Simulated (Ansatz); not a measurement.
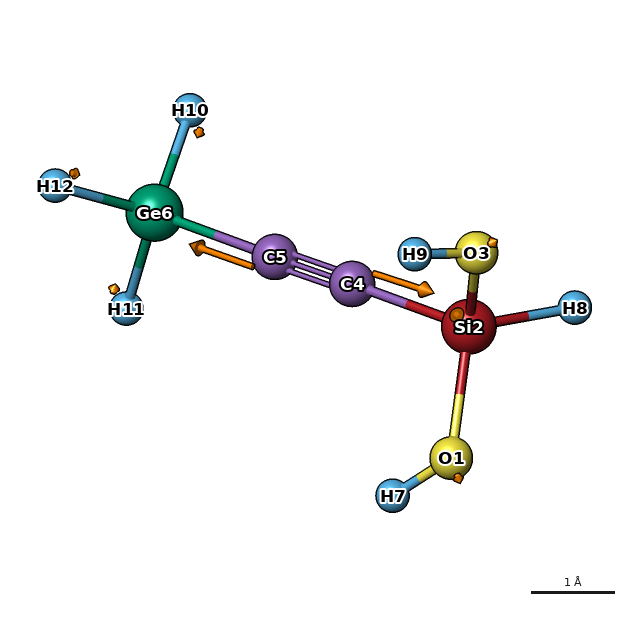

Arrows show the forces on the atoms, 2 Å of arrow for 1 eV/Å; forces under a tenth of the largest aren't drawn. Level of theory: r2SCAN-D4/def2-TZVPP (Ansatz 0.2.0).

Q: Which bond do the forces act along most?

A: C4–C5, now 1.214 Å: the forces push its atoms apart, so a first step downhill lengthens it.

List the force components in the frame of the picture (x right, y up, z towards the viewer), in eV/Å.

```
atom     Fx     Fy     Fz
  O1   0.02  −0.06   0.03
 Si2  −0.05   0.05  −0.12
  O3   0.05   0.03   0.05
  C4   0.37  −0.12   0.26
  C5  −0.39   0.14  −0.29
 Ge6   0.01   0.00   0.01
  H7  −0.01  −0.02  −0.01
  H8  −0.02   0.00   0.02
  H9  −0.02   0.00   0.01
 H10  −0.02  −0.06   0.04
 H11   0.01   0.06   0.04
 H12   0.06  −0.01  −0.05
```
